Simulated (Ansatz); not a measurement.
Band structure of PtAu (R-3m, 2 atoms in the cell).

```xyz
2
Lattice="1.4097 0.8139 4.7534 -1.4097 0.8139 4.7534 0.0000 -1.6277 4.7534" Properties=species:S:1:pos:R:3 pbc="T T T"
Pt     0.0000     0.0000     7.1301
Au     0.0000     0.0000     0.0000
```

Method of the run: LDA (PW92), PAW files made with PBE (plane waves; Ansatz, a quantum-chemistry and plane-wave program).

Settings: basis.ecutwfc = 30.9 Ry; kpoints.mp_grid.grid = 11 11 11; hamiltonian.xc = lda; hamiltonian.pseudopotentials = {kind: paw} (the program's default PAW files); scf.occupations.method = fermi_dirac; scf.occupations.width = 0.0037 Ry; kpoints.band_path.path = [[0.0, 0.0, 0.0], [0.5, 0.0, 0.0], [0.5, 0.18621007, -0.18621007]]; kpoints.band_path.npoints = 8.

The starting cell comes from a database of computed structures (which also holds hypothetical and non-ambient phases and stackings), without a prior relaxation at this level. Spin-orbit coupling is off. Spin polarisation is off.

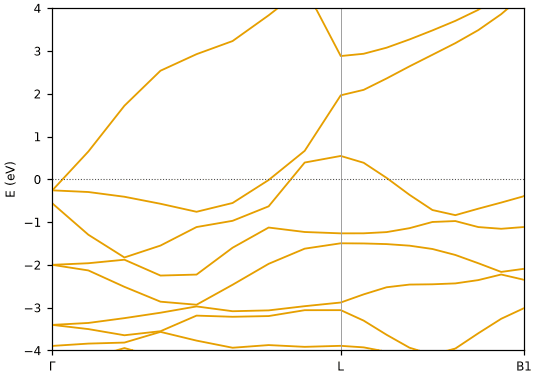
Fig. 1. Bands along the path, energies from the Fermi level.

Levels in eV from the Fermi level, bands 15 to 22:
| point | 15 | 16 | 17 | 18 | 19 | 20 | 21 | 22 |
|---|---|---|---|---|---|---|---|---|
| Γ | -3.40 | -2.00 | -2.00 | -0.56 | -0.26 | -0.26 | 4.22 | 14.73 |
| L | -2.88 | -1.49 | -1.26 | 0.55 | 1.97 | 2.88 | 6.26 | 6.81 |
| B1 | -2.35 | -2.09 | -1.11 | -0.39 | 4.32 | 4.75 | 5.23 | 5.95 |

Bands cross the Fermi level along this path, so the cell is metallic at this level.

Keys are those of Ansatz 0.2.
